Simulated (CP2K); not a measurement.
Consider water tetramer at its PBE geometry (Å).

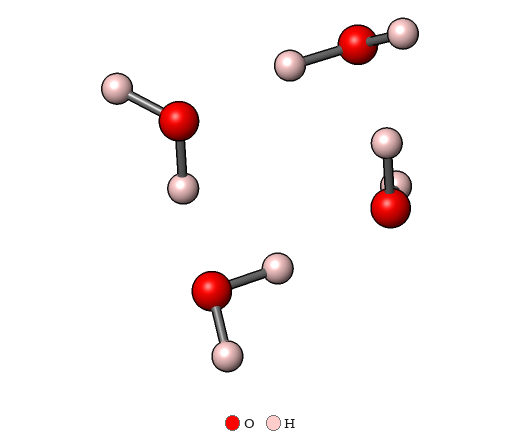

The molecule (oxygen red, hydrogen pink).

```xyz
12

O    -0.8852    0.8239   -1.4826
O     1.2431    1.4429    0.1131
O     0.8927   -0.8676    1.4511
O    -1.2460   -1.4043   -0.0609
H    -1.1205   -0.0367   -1.0231
H    -0.7426    0.5919   -2.4139
H     1.0698    2.2982    0.5379
H     0.4986    1.3200   -0.5464
H     1.6815   -1.4134    1.3069
H     1.1120    0.0244    1.0492
H    -2.0338   -1.4718    0.5013
H    -0.4696   -1.3074    0.5675
```

Method: CP2K XAS_TDP, all-electron GAPW, PBEh(45%), aug-cc-pVDZ, TDA, GW2X-corrected core level, no relativity.

Predict the bright core excitations at the O K edge.

Leading lines: O1 535.68 eV, O2 535.81 eV, O3 535.79 eV and O4 535.74 eV. The leading line of an atom is its first one with 35 % of the strongest within 2.5 eV of its lowest line over the strength cut. Core ionisation energies at this level: O2 538.86, O3 538.82, O1 538.66 and O4 538.74 eV.

The first six lines of each atom with a strength over 0.0015:

```
                                       atom  energy (eV)  states  strength, one atom  above the computed threshold
O1 (bonded to 2 H, gives 1 H bond, takes 1)       535.68       1              0.0135                              
                                                  537.19       1              0.0076                              
                                                  537.54       1              0.0058                              
                                                  537.98       1              0.0033                              
                                                  538.63       1              0.0032                              
                                                  538.80       1              0.0071                           yes
O2 (bonded to 2 H, gives 1 H bond, takes 1)       535.81       1              0.0137                              
                                                  537.38       1              0.0081                              
                                                  537.75       1              0.0065                              
                                                  538.18       1              0.0036                              
                                                  538.82       1              0.0030                              
                                                  538.98       1              0.0073                           yes
O3 (bonded to 2 H, gives 1 H bond, takes 1)       535.79       1              0.0138                              
                                                  537.35       1              0.0080                              
                                                  537.71       1              0.0060                              
                                                  538.15       1              0.0036                              
                                                  538.79       1              0.0032                              
                                                  538.95       1              0.0063                           yes
O4 (bonded to 2 H, gives 1 H bond, takes 1)       535.74       1              0.0138                              
                                                  537.27       1              0.0076                              
                                                  537.64       1              0.0057                              
                                                  538.06       1              0.0034                              
                                                  538.73       1              0.0034                              
                                                  538.88       1              0.0067                           yes
```

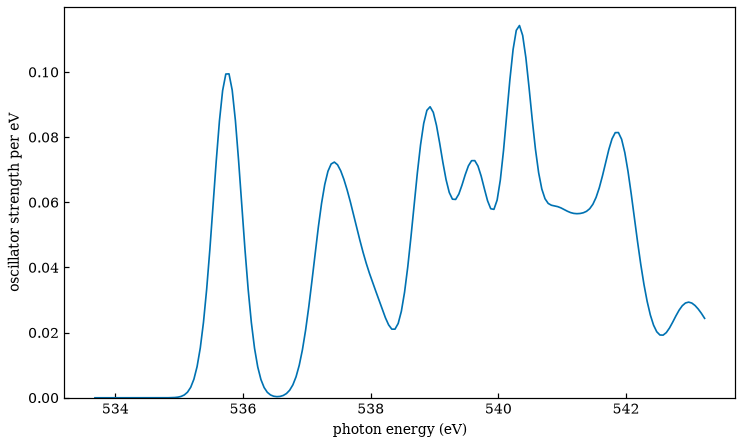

All atoms added, broadened by 0.5 eV.

Lines are vertical, at one geometry, with no vibrational structure. GW2X ionisation energies and lines can be off by 1 to 2 eV either way, and a good line position may hide errors that cancel. These values hold no scalar relativity, about 0.4 eV for O 1s. Rydberg lines, and the discretised continuum above threshold, depend on the basis and the box. This is one low-energy arrangement of the cluster, relaxed without a dispersion correction; others exist.

[Banner, clock and machine lines of the logs are left out without a mark of their own.]

[Logs are printed without paths, hosts, clocks, repeated set-up lines and the standing remarks that a program may print on its own settings, such as how far it seeks lower states.]

[Hosts, paths, dates, database ids (printed as entryN), source tags and the programs' standing remarks are cut or masked in the printed files.]
